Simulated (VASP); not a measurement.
Energy against volume of Li$_{2}$S (antifluorite). Method: optB86b-vdW, VASP's PBE PAW potentials (set 64) (plane waves; VASP).

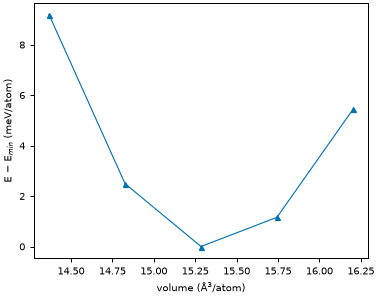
Fig. 1. Energy against volume

Estimate the equilibrium volume and the bulk modulus.

The minimum lies near 15.4 Å³/atom, and the curvature gives B0 of about 41 GPa.

Measured: a 5.716 Å at 293 K (computed value off by -0.4 %), as given by F. Kubel et al., Zeitschrift für Kristallographie - New Crystal Structures (1999), doi:10.1515/ncrs-1999-0303. The calculation is for a static lattice, while the measured a holds thermal and zero-point effects, which are part of the difference.

The compound is Li2S in the antifluorite structure. It was relaxed first.
